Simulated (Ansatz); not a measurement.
# CoSn: pressure series

The parent structure is CoSn (space group P6/mmm, No. 191; a = 5.2940 Å, c = 4.2354 Å; non-magnetic).

Cell and atoms are relaxed at each pressure.

Level of theory: DFT with PBE, PAW potentials and a 420 eV plane-wave cutoff in Ansatz (a program for electronic structure), without spin-orbit coupling.

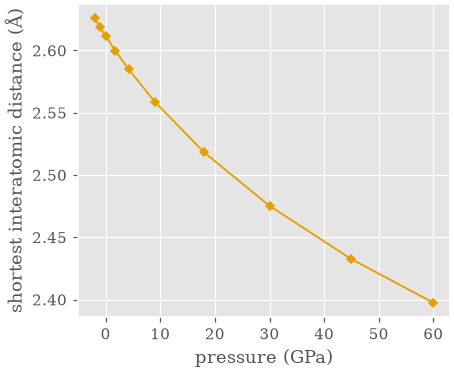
Fig. 1. Shortest interatomic distance against pressure

From the plot, what is the shortest interatomic distance for pressure 1.8 GPa?

About 2.60 Å.

Is the trend monotonic over the range shown?

Yes, it falls throughout, spanning 2.397 Å to 2.626 Å.

Load acts through the strain it causes; cell and atoms are relaxed under it. Stability against distortions was not tested. No other phases were tried under pressure. Starting moments died away, wholly or in part, for the base; another magnetic solution may exist. The final runs are not spin-polarised.
